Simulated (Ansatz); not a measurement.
# How fast states decay through LaAgSeO, part 2 of 3

A new crystal, LaAgSeO: structure, gap and complex bands. It is built by putting Se for part of the O in the LaAgO2 structure of space group P6_3/mmc, with the volume rescaled by atomic radii. The parent structure comes from the Materials Project.

Ansatz 0.2.0; PBE DFT, plane waves, PAW files (the session's first sound run).

So far. Step 2 (Relaxing the new crystal): The largest force component on a free atom ends at 0.0011 eV/Å.

The structure was built from a prototype and need not be the compound's stable phase.

## (3) Band edges

The energy window and the wavevectors of the next steps follow from the band edges, so these are searched first, off the mesh as well.

Input file input.yaml:

```yaml
crystal:
  lattice:
    - [4.0842097725, 0.0, 0.0]
    - [-2.0421048862, 3.5370294174, 0.0]
    - [0.0, 0.0, 14.237010533]
  atoms:
    - { symbol: La, position: [0.0, 0.0, -0.0317078442] }
    - { symbol: La, position: [0.0, 0.0, 0.4682921558] }
    - { symbol: Ag, position: [0.3333333333, 0.6666666667, 0.2679203472] }
    - { symbol: Ag, position: [0.6666666667, 0.3333333333, 0.7679203472] }
    - { symbol: Se, position: [0.3333333333, 0.6666666667, 0.0979341796] }
    - { symbol: O, position: [0.3333333333, 0.6666666667, 0.4158533174] }
    - { symbol: Se, position: [0.6666666667, 0.3333333333, 0.5979341796] }
    - { symbol: O, position: [0.6666666667, 0.3333333333, 0.9158533174] }
kpoints:
  mp_grid: { grid: [8, 8, 2] }
  band_path: { path: [VBM, CBM], npoints: 30 }
scf:
  occupations: { method: fixed }
hamiltonian:
  xc: pbe
output:
  eigenvalues: true
  write_potential: true
  write_density: true
  volumetric_format: npy
```

Run with:

```bash
ansatz run input.yaml --threads 2 --pin off --max-ram 4096MiB --backend cpu --events-out ev --progress --plain --runs-dir out
```

Numbers of over 12 decimals in the logs are rounded to 6 here.

The log of the run:

```text
[...]
Crystal: 8 atoms, lattice volume = 205.667 Å³
Basis set: ecut = 420 eV, 4007 PW (Γ)
Bands: 63, of which v1, the nominal top of the filled ones, is band 52 counted from 1 (51 counted from 0)
Symmetry: 12 space group operations
[...]
k-points: 20 of 128
[...]
SCF iter   1: F=—  HF=-39762.646265 eV  |F-HF|=—  |Δ(HF+E_count)|=         —  Δρ=3.13e-3  dr2=4.28e-2  ethr=1.77e-3  ⟨swp⟩=5.1  Hψ=3705  notcnv=0  defer=167
[...]
SCF iter   9: F=-39762.644016 eV  HF=-39762.644016 eV  |F-HF|=2.16e-8  |Δ(HF+E_count)|=   2.00e-7  Δρ=4.09e-6  dr2=4.05e-8  ethr=9.62e-11  ⟨swp⟩=12.2  Hψ=5714  notcnv=0
SCF 1 converged in 9 iterations: F = -39762.644016 eV  dr2 = 4.05e-8
[...]
NSCF: frozen V_eff on 28 k-points
[...]
SCF converged after 9 iterations
Free energy (F): -39762.644016 eV
[...]
Internal energy: -39762.644016 eV  (E = F + TS)
E sigma→0 (E₀):  -39762.644016 eV
Fermi energy:    7.833398 eV
[...]
--- Band table (eV; the first three rows and the last of 20) ---
  k-point 0: bands = [... 48 lower, 7.6145, 7.6145, 7.8334, 7.8334, 9.0125, 9.8294, 10.6285, 10.8592, ... 7 higher]
  k-point 1: bands = [... 48 lower, 7.7262, 7.7262, 7.7262, 7.7262, 9.4686, 9.4686, 10.7176, 10.7176, ... 7 higher]
  k-point 2: bands = [... 48 lower, 7.2766, 7.4625, 7.5250, 7.7374, 9.2548, 9.8316, 10.5984, 10.8533, ... 7 higher]
  k-point 19: bands = [... 48 lower, 6.5315, 6.5315, 6.8641, 6.8641, 10.1321, 10.1321, 10.4693, 10.4693, ... 7 higher]
```

The job ended after 40 s (2 threads of Arm Neoverse V2, shared host; peak memory 0.59 GiB).

Reading the cycles: dr2 is the Hartree energy of the density residual (eV), the measure of convergence; HF is the Harris–Foulkes estimate of the energy, which meets the free energy F at convergence.

Numbers from this step:

```
free energy         : -39762.6440 eV
Fermi energy        : 7.833 eV
gap on the k-mesh   : 1.179 eV
gap on path         : 1.179 eV, by band count; negative where bands overlap
direct gap on path  : 1.179 eV
edge places on path : 0, 0 1/A along the path
```

Levels at VBM (eV): -5.35, -4.92, -4.36, -4.36, -4.25, -4.25, -3.41, -3.41, -3.41, -3.41, -3.30, -3.13, -3.03, -3.03, -2.90, -2.79, -2.79, -2.18, -0.22, -0.22, 0.00, 0.00, 1.18, 2.00, 2.80, 3.03, 3.16, 3.16, 3.16, 3.16, 3.39, 3.39, 3.41.

The searched edges give 1.18 eV, as on the mesh.

## (4) Complex bands

This step: PBE DFT, plane waves, PAW files; complex bands by layer matching along the plane's normal (Ansatz 0.2.0).

The same crystal is laid in a cell whose first two vectors span the (001) plane (indices of the standard conventional cell, whose axes can be ordered otherwise than in the bulk input). At fixed energy and wavevector in the plane the solver finds all kz, real and complex. A few wavevectors are listed, (0, 0) and (0.5, 0) in units of the plane's reciprocal vectors; the slowest state needn't be among them.

Input file input.yaml:

```yaml
crystal:
  lattice:
    - [4.084209773, 0.0, 0.0]
    - [2.042104886, 3.537029417, 0.0]
    - [0.0, 0.0, 14.237010533]
  atoms:
    - { symbol: La, position: [0.0, 0.0, 0.9682921558] }
    - { symbol: La, position: [0.0, 0.0, 0.4682921558] }
    - { symbol: Ag, position: [0.6666666667, 0.6666666667, 0.2679203472] }
    - { symbol: Ag, position: [0.3333333333, 0.3333333333, 0.7679203472] }
    - { symbol: Se, position: [0.6666666667, 0.6666666667, 0.0979341796] }
    - { symbol: O, position: [0.6666666667, 0.6666666667, 0.4158533174] }
    - { symbol: Se, position: [0.3333333333, 0.3333333333, 0.5979341796] }
    - { symbol: O, position: [0.3333333333, 0.3333333333, 0.9158533174] }
kpoints:
  mp_grid: { grid: [6, 6, 2] }
scf:
  occupations: { method: fixed }
hamiltonian:
  xc: pbe
output:
  eigenvalues: true
  transmission:
    leads: [[0, 0]]
    kpoints: [[0.0, 0.0], [0.5, 0.0]]
    e_range: [-1.0, 2.18]
    de: 0.05
```

The log of the run:

```text
[...]
Crystal: 8 atoms, lattice volume = 205.667 Å³
Basis set: ecut = 420 eV, 4007 PW (Γ)
Bands: 63, of which v1, the nominal top of the filled ones, is band 52 counted from 1 (51 counted from 0)
Symmetry: 12 space group operations
[...]
k-points: 14 of 72
[...]
SCF iter   1: F=—  HF=-39762.645862 eV  |F-HF|=—  |Δ(HF+E_count)|=         —  Δρ=3.13e-3  dr2=4.28e-2  ethr=1.77e-3  ⟨swp⟩=5.2  Hψ=2623  notcnv=0  defer=112
[...]
SCF iter   9: F=-39762.643501 eV  HF=-39762.643501 eV  |F-HF|=2.00e-8  |Δ(HF+E_count)|=   1.85e-7  Δρ=4.07e-6  dr2=3.96e-8  ethr=9.62e-11  ⟨swp⟩=12.4  Hψ=4012  notcnv=0
SCF 1 converged in 9 iterations: F = -39762.643501 eV  dr2 = 3.96e-8
[...]
transmission: 18 of 36 steps passed
transmission: 36 of 36 steps passed
SCF converged after 9 iterations
Free energy (F): -39762.643501 eV
[...]
Internal energy: -39762.643501 eV  (E = F + TS)
E sigma→0 (E₀):  -39762.643501 eV
Fermi energy:    7.833771 eV
[...]
--- Band table (eV; the first three rows and the last of 14) ---
  k-point 0: bands = [... 48 lower, 7.6149, 7.6149, 7.8338, 7.8338, 9.0126, 9.8295, 10.6288, 10.8594, ... 7 higher]
  k-point 1: bands = [... 48 lower, 7.7266, 7.7266, 7.7266, 7.7266, 9.4687, 9.4687, 10.7179, 10.7179, ... 7 higher]
  k-point 2: bands = [... 48 lower, 7.1075, 7.2465, 7.4691, 7.6752, 9.4030, 9.8174, 10.5854, 10.8106, ... 7 higher]
  k-point 13: bands = [... 48 lower, 6.5756, 6.5756, 6.7711, 6.7711, 10.1627, 10.1627, 10.5385, 10.5385, ... 7 higher]
--- Transmission ---
  basis      : 121 plane waves across, 18 finite elements along
  points     : 2, as listed
  energies   : 64 from -1.000000 to 2.150000 eV about the Fermi level, 0.050000 eV apart; the leads are filled to 0.589394 eV, and channels, transmission and decay are at 0.600000 eV
  crystal 0  : O2La2Se2Ag2, at the sites [0, 0], period 14.2370 Å: whole cells are its period
    offset         : up to 0.0000 Å between an atom of the period and one for which it stands
    channels       : 0.000000e0 a spin
    conductance    : none, the energies end too early or step too widely for 300 K: set another output.transmission.e_range or a lower de, or, where they end at an eighth of basis.ecutwfc, a higher one
    slowest decay  : 0.1852 /Å at (0.0000, 0.0000)
```

Wall time 19 s (2 threads); peak memory 0.65 GiB; 38 s of CPU time.

This step gave:

| Item | Value |
| --- | --- |
| free energy | -39762.6435 eV |
| Fermi energy | 7.834 eV |
| level to which the leads are filled | 0.5894 eV from the Fermi level |
| decay constant at the filling level, zone centre | 0.1852 Å⁻¹ |
| decay constant at the filling level, slowest listed point | 0.1852 Å⁻¹ |

K parallel (0, 0); values up to 1.266 1/Å, a degenerate pair printed once or twice; energies at which all values exceed this have no row. Im kz of the slowest decaying states against energy, zero at the highest filled level on the SCF mesh:

| energy (eV) | decay 1 (Å⁻¹) | decay 2 (Å⁻¹) | decay 3 (Å⁻¹) | decay 4 (Å⁻¹) |
| --- | --- | --- | --- | --- |
| -1.000 | 0.233 | 0.353 | 0.703 | 1.11 |
| -0.500 | 0.242 | 0.261 | 0.703 | 1.10 |
| 0.000 | 0.00551 | 0.230 | 0.695 | 1.08 |
| 0.500 | 0.196 | 0.348 | 0.681 | 1.07 |
| 1.000 | 0.113 | 0.434 | 0.662 | 1.03 |
| 1.500 | 0.481 | 0.637 | 0.954 | 1.01 |
| 2.000 | 0.0242 | 0.507 | 0.615 | 0.834 |

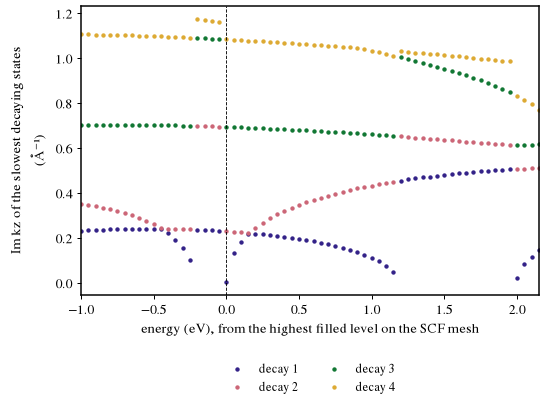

Im kz of the slowest decaying states, plotted against energy.

K parallel (0.5, 0); values up to 1.266 1/Å, a degenerate pair printed once or twice; energies at which all values exceed this have no row. Table of Im kz of the slowest decaying states by energy, zero at the highest filled level on the SCF mesh:

| energy (eV) | decay 1 (Å⁻¹) | decay 2 (Å⁻¹) | decay 3 (Å⁻¹) | decay 4 (Å⁻¹) |
| --- | --- | --- | --- | --- |
| -1.0000 | 0.316 | 0.336 | 0.501 | 1.13 |
| -0.7500 | 0.256 | 0.350 | 0.475 | 0.577 |
| -0.5000 | 0.374 | 0.430 | 0.645 | 1.19 |
| -0.2500 | 0.383 | 0.391 | 0.413 | 0.671 |
| 0.0000 | 0.399 | 0.402 | 0.510 | 0.684 |
| 0.2500 | 0.384 | 0.409 | 0.614 | 0.690 |
| 0.5000 | 0.366 | 0.412 | 0.692 | 0.732 |
| 0.7500 | 0.343 | 0.411 | 0.690 | 0.940 |
| 1.0000 | 0.314 | 0.407 | 0.685 | 0.948 |
| 1.2500 | 0.274 | 0.399 | 0.678 | 0.776 |
| 1.5000 | 0.214 | 0.388 | 0.668 | 0.708 |
| 1.7500 | 0.0863 | 0.373 | 0.656 | 0.662 |
| 2.0000 | 0.354 | 0.623 | 0.640 | 1.20 |

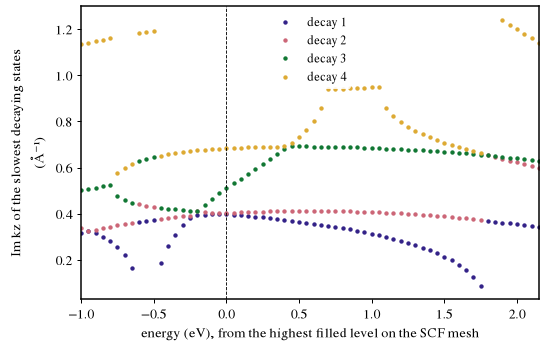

Im kz of the slowest decaying states, plotted against energy.

At the listed wavevectors the last open channel is at -0.05 eV and the next at +1.20 eV on the grid. At +0.60 eV, the grid energy nearest the filling level (the middle of the gap on the SCF mesh), the slowest state at the listed wavevectors decays with κ = 0.185 Å⁻¹, its amplitude falling by e over 5.4 Å. Through 1 nm of this crystal that state's transmission falls by exp(−2 × 0.185 Å⁻¹ × 10 Å) = 0.025.

## (5) Decay over the two-dimensional zone

The listed points could miss the slowest state, so one energy near mid-gap is solved on a mesh of 10×10.

Changes to input.yaml since step 4:

```diff
@@ -22,6 +22,2 @@
   eigenvalues: true
-  transmission:
-    leads: [[0, 0]]
-    kpoints: [[0.0, 0.0], [0.5, 0.0]]
-    e_range: [-1.0, 2.18]
-    de: 0.05
+  transmission: { leads: [[0, 0]], kmesh: [10, 10], e_range: [0.59, 0.6], de: 0.05 }
```

The log of the run:

```text
[...]
Crystal: 8 atoms, lattice volume = 205.667 Å³
Basis set: ecut = 420 eV, 4007 PW (Γ)
Bands: 63, of which v1, the nominal top of the filled ones, is band 52 counted from 1 (51 counted from 0)
Symmetry: 12 space group operations
[...]
k-points: 14 of 72
[...]
SCF iter   1: F=—  HF=-39762.645862 eV  |F-HF|=—  |Δ(HF+E_count)|=         —  Δρ=3.13e-3  dr2=4.28e-2  ethr=1.77e-3  ⟨swp⟩=5.2  Hψ=2623  notcnv=0  defer=112
[...]
SCF iter   9: F=-39762.643501 eV  HF=-39762.643501 eV  |F-HF|=2.00e-8  |Δ(HF+E_count)|=   1.85e-7  Δρ=4.07e-6  dr2=3.96e-8  ethr=9.62e-11  ⟨swp⟩=12.4  Hψ=4012  notcnv=0
SCF 1 converged in 9 iterations: F = -39762.643501 eV  dr2 = 3.96e-8
[...]
transmission: 72 of 252 steps passed
transmission: 144 of 252 steps passed
transmission: 216 of 252 steps passed
transmission: 252 of 252 steps passed
SCF converged after 9 iterations
Free energy (F): -39762.643501 eV
[...]
Internal energy: -39762.643501 eV  (E = F + TS)
E sigma→0 (E₀):  -39762.643501 eV
Fermi energy:    7.833771 eV
[...]
--- Band table (eV; the first three rows and the last of 14) ---
  k-point 0: bands = [... 48 lower, 7.6149, 7.6149, 7.8338, 7.8338, 9.0126, 9.8295, 10.6288, 10.8594, ... 7 higher]
  k-point 1: bands = [... 48 lower, 7.7266, 7.7266, 7.7266, 7.7266, 9.4687, 9.4687, 10.7179, 10.7179, ... 7 higher]
  k-point 2: bands = [... 48 lower, 7.1075, 7.2465, 7.4691, 7.6752, 9.4030, 9.8174, 10.5854, 10.8106, ... 7 higher]
  k-point 13: bands = [... 48 lower, 6.5756, 6.5756, 6.7711, 6.7711, 10.1627, 10.1627, 10.5385, 10.5385, ... 7 higher]
--- Transmission ---
  basis      : 121 plane waves across, 18 finite elements along
  points     : 14, standing for a mesh of 10 x 10
  energies   : 1 from 0.590000 to 0.590000 eV about the Fermi level; the leads are filled to 0.589394 eV, and channels, transmission and decay are at 0.590000 eV
[...]
channels       : 0.000000e0 a spin
    conductance    : none, crystal 0 has no channel at the energies, or these end too early or step too widely for 300 K: set another output.transmission.e_range or a lower de, or, where they end at an eighth of basis.ecutwfc, a higher one
    slowest decay  : 0.1864 /Å at (0.0000, 0.0000)
```

Wall time 16 s (2 threads); peak memory 0.71 GiB; 31 s of CPU time.

Numbers from this step:

| Quantity | Value |
| --- | --- |
| least decay constant on the mesh | 0.1864 Å⁻¹ |

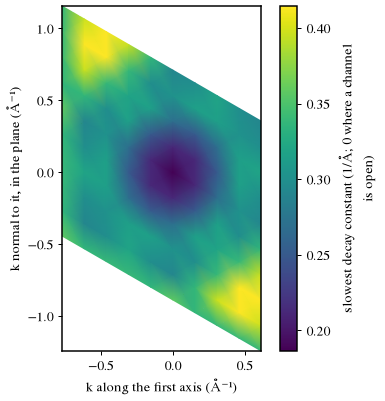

Slowest decay constant (1/Å; 0 where a channel is open) over k1 and k2. At 0.5900 eV from the Fermi level.

The least value on the mesh is 0.186 Å⁻¹ at +0.59 eV. At that energy the listed points give about 0.186 Å⁻¹ by interpolation, so the mesh holds no clearly slower state.

## (6) Band edges at another level

This step: PBEsol DFT, plane waves, PAW files (Ansatz 0.2.0).

The edges again with PBEsol, at the same atoms.

Input file input.yaml:

```yaml
crystal:
  lattice:
    - [4.0842097725, 0.0, 0.0]
    - [-2.0421048862, 3.5370294174, 0.0]
    - [0.0, 0.0, 14.237010533]
  atoms:
    - { symbol: La, position: [0.0, 0.0, -0.0317078442] }
    - { symbol: La, position: [0.0, 0.0, 0.4682921558] }
    - { symbol: Ag, position: [0.3333333333, 0.6666666667, 0.2679203472] }
    - { symbol: Ag, position: [0.6666666667, 0.3333333333, 0.7679203472] }
    - { symbol: Se, position: [0.3333333333, 0.6666666667, 0.0979341796] }
    - { symbol: O, position: [0.3333333333, 0.6666666667, 0.4158533174] }
    - { symbol: Se, position: [0.6666666667, 0.3333333333, 0.5979341796] }
    - { symbol: O, position: [0.6666666667, 0.3333333333, 0.9158533174] }
kpoints:
  mp_grid: { grid: [8, 8, 2] }
  band_path: { path: [VBM, CBM], npoints: 30 }
scf:
  occupations: { method: fixed }
hamiltonian:
  xc: pbesol
output:
  eigenvalues: true
```

The log of the run:

```text
[...]
Crystal: 8 atoms, lattice volume = 205.667 Å³
Basis set: ecut = 420 eV, 4007 PW (Γ)
Bands: 63, of which v1, the nominal top of the filled ones, is band 52 counted from 1 (51 counted from 0)
Symmetry: 12 space group operations
[...]
k-points: 20 of 128
[...]
SCF iter   1: F=—  HF=-39344.888098 eV  |F-HF|=—  |Δ(HF+E_count)|=         —  Δρ=1.02e-2  dr2=2.27e-1  ethr=1.77e-3  ⟨swp⟩=5.0  Hψ=3726  notcnv=0  defer=166
[...]
SCF iter   9: F=-39344.847562 eV  HF=-39344.847562 eV  |F-HF|=2.52e-8  |Δ(HF+E_count)|=   6.28e-8  Δρ=2.78e-6  dr2=2.50e-8  ethr=9.62e-11  ⟨swp⟩=12.3  Hψ=5601  notcnv=0
SCF 1 converged in 9 iterations: F = -39344.847562 eV  dr2 = 2.50e-8
[...]
SCF converged after 9 iterations
Free energy (F): -39344.847562 eV
[...]
Internal energy: -39344.847562 eV  (E = F + TS)
E sigma→0 (E₀):  -39344.847562 eV
Fermi energy:    7.699763 eV
[...]
--- Band table (eV; the first three rows and the last of 20) ---
  k-point 0: bands = [... 48 lower, 7.4765, 7.4765, 7.6998, 7.6998, 8.7849, 9.6456, 10.4731, 10.6944, ... 7 higher]
  k-point 1: bands = [... 48 lower, 7.5904, 7.5904, 7.5904, 7.5904, 9.2592, 9.2592, 10.5571, 10.5571, ... 7 higher]
  k-point 2: bands = [... 48 lower, 7.1259, 7.3167, 7.3850, 7.6016, 9.0355, 9.6462, 10.4357, 10.6875, ... 7 higher]
  k-point 19: bands = [... 48 lower, 6.3803, 6.3803, 6.7119, 6.7119, 9.9156, 9.9156, 10.2780, 10.2780, ... 7 higher]
```

It took 40 s on 2 threads; peak memory 0.59 GiB.

This step gave:

```
free energy        : -39344.8476 eV
Fermi energy       : 7.700 eV
gap on the k-mesh  : 1.085 eV
gap on path        : 1.085 eV, by band count; negative where bands overlap
direct gap on path : 1.085 eV
```

Levels at VBM (eV): -5.41, -4.97, -4.38, -4.38, -4.28, -4.28, -3.40, -3.40, -3.40, -3.40, -3.35, -3.16, -3.05, -3.05, -2.96, -2.80, -2.80, -2.22, -0.22, -0.22, 0.00, 0.00, 1.09, 1.95, 2.77, 2.99, 3.15, 3.15, 3.15, 3.15, 3.38, 3.39, 3.39.

The searched edges give 1.09 eV, as on the mesh.

Between step 3 and this run (PBEsol) the value for the gap on the k-mesh moves from 1.18 eV to 1.09 eV.

(Continued in part 3 of 3.)

[Logs are printed without paths, hosts, clocks, repeated set-up lines and the standing remarks that a program may print on its own settings, such as how far it seeks lower states.]

[Hosts, paths, dates, database ids (printed as entryN), source tags and the programs' standing remarks are cut or masked in the printed files.]

[New means built here by substitution; the compound itself may be known and measured.]
